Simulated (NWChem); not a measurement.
# AlH2O2 (SMILES [OH][Al][OH]) at UB3LYP/def2-SVP

What is the electronic atomisation energy of AlH2O2 at UB3LYP/def2-SVP? 

Program for the calculation: NWChem 7.3.0.

### Step 1. The system as given

AlH2O2 has 5 atoms, charge 0, and is taken as a doublet. SMILES: `[OH][Al][OH]`. The coordinates come from a PBE0-D4/def2-TZVP relaxation. This is one conformer, not always the lowest.

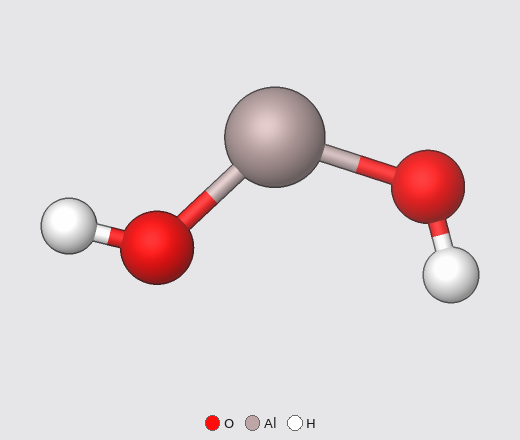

Viewed from a chosen angle; oxygen red, aluminium light grey, hydrogen white.

### Step 2. A single-point energy at UB3LYP/def2-SVP (run 1)

sp.nw

```
start sp
title "AlH2O2 B3LYP"
memory 2200 mb
geometry units atomic noautosym nocenter noautoz
  O  -2.97348406 -0.61340510 -0.44880995
  Al  0.03495993 -1.55921303  0.12283220
  O   2.36102382  0.65819161  0.30235618
  H  -3.41983737  1.12589883 -0.67878962
  H   4.09144603  0.24906590  0.62436551
end
basis "ao basis" spherical bse
  * library def2-SVP
end
dft
  xc b3lyp
  mult 2
  grid fine
  convergence energy 1e-08
  maxiter 100
  mulliken
  print low
end
task dft energy
```

Launch:

```console
nwchem sp.nw > sp.out
```

Standard output:

```text
[...]
 d= 0,ls=0.0,diis     1   -393.8442492182 -4.87D+02  1.48D-02  2.48D-01     0.6
[...]
 d= 0,ls=0.0,diis    11   -393.9637675404 -3.47D-09  1.15D-07  5.45D-11     5.0
[...]
         Total DFT energy =     -393.963767540396
      One electron energy =     -732.394650328333
           Coulomb energy =      281.529361724724
    Exchange-Corr. energy =      -36.700849494926
 Nuclear repulsion energy =       93.602370558138
[...]
      Total Density - Mulliken Population Analysis
     ---------------------------------------------
    Atom       Charge   Shell Charges
 -----------   ------   -------------------------------------------------------
    1 O    8     8.45   1.99  1.07  0.64  2.89  1.86  0.01
    2 Al  13    12.47   2.00  1.98  0.82  0.27  5.92  0.73  0.46  0.29
    3 O    8     8.45   1.99  1.07  0.65  2.88  1.85  0.01
    4 H    1     0.82   0.68  0.08  0.07
    5 H    1     0.81   0.68  0.06  0.07
[...]
      <S2> =      0.7513 (Exact =     0.7500)
[...]
```

Wall time 5.7 s (1 thread of AMD EPYC 9R14 (Zen 4), shared host); peak memory 0.11 GiB.

### Step 3. The Al atom (run 2)

test.nw

```
START test
TITLE "Al B3LYP"
memory stack 880 mb heap 220 mb global 1100 mb
charge 0

GEOMETRY noautosym nocenter noautoz
   Al    0.000000    0.000000    0.000000
END

BASIS spherical bse
   * library def2-SVP
END

DFT
   xc b3lyp
   mult 2
   grid fine
   convergence energy 1e-08
   iterations 100
   mulliken
   noprint "final vectors analysis"
END

TASK dft
```

Run the same way, it converges to -242.30157 Eh (log not shown).

Run 3 isn't shown in full; the table further down has it.

### Step 4. The O atom (run 4)

a.nw

```
start a
memory 2200 mb
charge 0

geometry units angstroms noautosym nocenter noautoz
  O        0.000000       0.000000       0.000000
end

basis spherical bse
  * library def2-SVP
end

dft
  xc b3lyp
  mult 3
  grid fine
  convergence energy 1e-08
  iterations 100
  mulliken
  print low
end

task dft
```

Run the same way, it converges to -75.00076 Eh (log not shown).

### Step 5. Overview of the runs

| run | partner | energy (Eh) | ⟨S²⟩ | wall time |
| --- | --- | --- | --- | --- |
| 1 | base | -393.963768 | 0.751 | 5.7 s |
| 2 | atoms | -242.301572 | 0.752 | 0.88 s |
| 3 | atoms | -0.501259 | 0.750 | 0.62 s |
| 4 | atoms | -75.000760 | 2.002 | 0.7 s |

### Step 6. What came out

At UB3LYP/def2-SVP:

| quantity | value |
| --- | --- |
| O atom: total energy | -75.00076 Eh |
| O atom: ⟨S²⟩ | 2.002 |
| electronic atomisation energy | 17.909 eV |

What this shows: Taking the molecule apart into free atoms costs 17.91 eV (1728 kJ/mol), before zero-point energy and without spin-orbit coupling. All runs together took 7.9 s, the longest 5.7 s.
